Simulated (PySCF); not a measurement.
CH7ClO2Si2: NMR shielding calculation

System: CH7ClO2Si2.
Method: GIAO PBE0/pcSseg-1 NMR shielding, non-relativistic, gas phase (PySCF 2.14.0).

The geometry comes from this level: PBE0-D3(BJ)/def2-SVP. Figures and captions count atoms from 1; the log counts them from 0 in places.

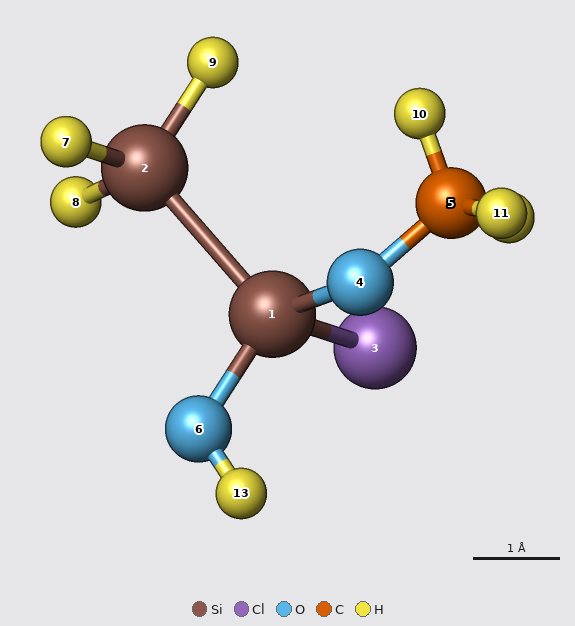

*The input geometry (ball-and-stick view, seen at a tilt; atoms are numbered from 1 in the order of the input).*

Input
```
{"job": {"kind": "nmr", "xc": "PBE0", "basis": "pcSseg-1"}, "charge": 0, "multiplicity": 1}
Si    -0.041214    -0.787230    -0.647504
Si    -2.026043     0.245098    -0.001539
Cl     0.413243    -0.148807    -2.580206
O      1.261458    -0.413791     0.293484
C      1.926558     0.818756     0.373142
O     -0.250382    -2.417292    -0.602433
H     -2.429731    -0.198835     1.366659
H     -3.111230    -0.071874    -0.976167
H     -1.802344     1.723660     0.016969
H      1.309503     1.581890     0.880059
H      2.848508     0.682354     0.957149
H      2.197325     1.199769    -0.626434
H      0.525787    -2.964459    -0.764831
```

The first line tells a small driver script what to run in PySCF; the rest is the geometry in Å.

Run on 1 CPU thread, shared host.

Launch command:
```bash
OMP_NUM_THREADS=1 python <driver script> task.json out
```

Output
```
coarse grid: 12472 points
cycle   1  E = -1231.2141643930  dE =  4.938e-01  |g| = 9.071e-01  |ddm| = 3.194e+00
cycle   2  E = -1231.0026630917  dE =  2.115e-01  |g| = 1.405e+00  |ddm| = 1.732e+00
cycle   3  E = -1231.3604774458  dE = -3.578e-01  |g| = 9.973e-02  |ddm| = 1.186e+00
cycle   4  E = -1231.3623522138  dE = -1.875e-03  |g| = 4.460e-02  |ddm| = 1.421e-01
cycle   5  E = -1231.3627342503  dE = -3.820e-04  |g| = 1.250e-02  |ddm| = 4.853e-02
cycle   6  E = -1231.3627595575  dE = -2.531e-05  |g| = 4.876e-03  |ddm| = 1.238e-02
cycle   7  E = -1231.3627635078  dE = -3.950e-06  |g| = 8.547e-04  |ddm| = 4.201e-03
final grid: 106832 points
cycle   8  E = -1231.4152317659  dE = -1.775e-05  |g| = 9.929e-03  |ddm| = 1.495e-02
cycle   9  E = -1231.4152135101  dE =  1.826e-05  |g| = 1.412e-02  |ddm| = 1.402e-02
cycle  10  E = -1231.4152481452  dE = -3.464e-05  |g| = 1.122e-03  |ddm| = 9.185e-03
cycle  11  E = -1231.4152483827  dE = -2.374e-07  |g| = 2.671e-04  |ddm| = 1.076e-03
cycle  12  E = -1231.4152483974  dE = -1.479e-08  |g| = 7.533e-05  |ddm| = 2.428e-04
cycle  13  E = -1231.4152483983  dE = -8.863e-10  |g| = 2.686e-05  |ddm| = 6.493e-05
```

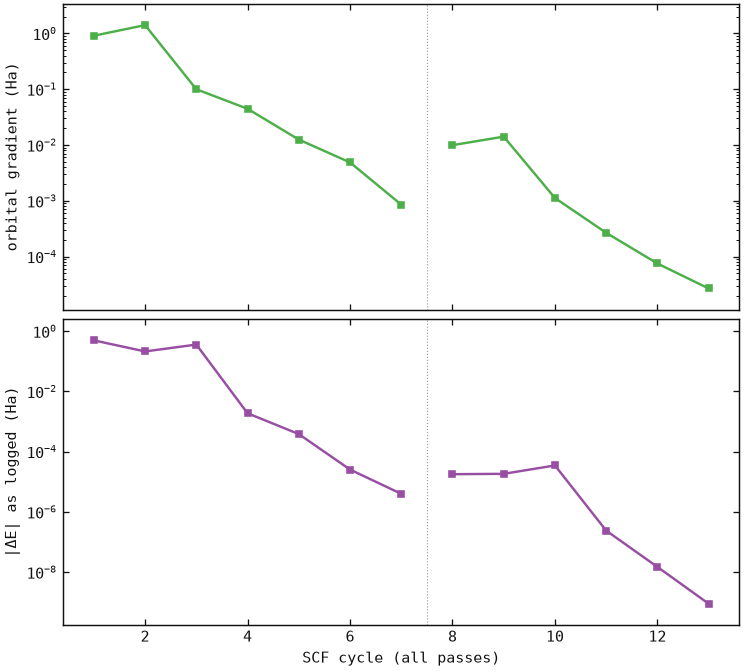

*Convergence of the self-consistent field: orbital gradient and size of the energy change against the SCF cycle. The dotted line marks the change from a coarse to the final integration grid.*

The first 7 cycles use a coarse grid, the final grid takes over at cycle 8, and the field converges after 13 cycles in all.

```
converged SCF energy = -1231.4152483983

GIAO shielding tensors (ppm)
atom      isotropic    diamagn.    paramagn.     s11        s22        s33       span
  0 Si     360.994     878.806    -517.812    332.053    371.428    379.501     47.447
  1 Si     465.525     880.515    -414.989    455.200    462.417    478.959     23.759
  2 Cl     837.788    1149.816    -312.028    718.685    766.658   1028.022    309.337
  3 O      273.881     399.528    -125.647    208.504    284.960    328.179    119.675
  4 C      132.896     243.498    -110.603    107.225    108.739    182.723     75.498
  5 O      255.787     387.727    -131.940    216.339    257.855    293.166     76.827
  6 H       27.845      29.023      -1.177     24.439     25.421     33.676      9.237
  7 H       27.822      28.296      -0.474     24.379     26.003     33.084      8.705
  8 H       27.847      29.528      -1.681     24.516     26.610     32.414      7.898
  9 H       27.808      30.080      -2.272     23.339     25.964     34.121     10.783
 10 H       27.592      27.697      -0.105     23.237     25.097     34.443     11.206
 11 H       27.566      29.186      -1.620     22.810     26.892     32.995     10.185
 12 H       28.815      29.945      -1.130     21.497     23.348     41.600     20.104
```

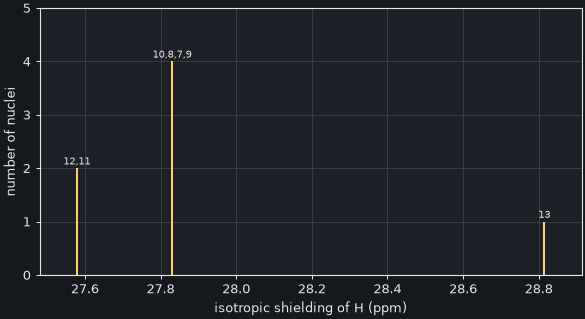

*Isotropic shieldings of the hydrogen nuclei in this fixed geometry, labelled by atom number; shielding grows to the right, so chemical shift grows to the left.*

The least shielded is H12 (27.6 ppm), the most shielded H13 (28.8 ppm).

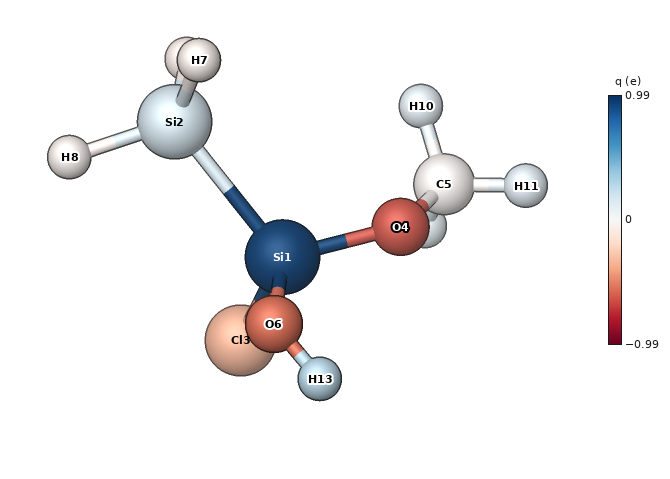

*Mulliken charges, as the colour of each atom (ball-and-stick view, seen at a tilt; atoms are numbered from 1 in the order of the input; Mulliken charges depend strongly on the basis).*

By element: Si +0.16 to +0.95, Cl −0.36, O −0.63 to −0.54, C −0.03 and H −0.06 to +0.26 e.

Results in brief

| quantity | value |
| --- | --- |
| outcome | converged |
| total energy | −1231.415248 hartree |
| HOMO | −8.18 eV |
| LUMO | 0.09 eV |
| dipole moment | 1.64 D |
| isotropic shielding, Si | 361.0 to 465.5 ppm |
| isotropic shielding, Cl | 837.8 ppm |
| isotropic shielding, O | 255.8 to 273.9 ppm |
| isotropic shielding, C | 132.9 ppm |
| isotropic shielding, H | 27.6 to 28.8 ppm |
| wall time | 19 s |
| peak memory | 0.87 GiB |
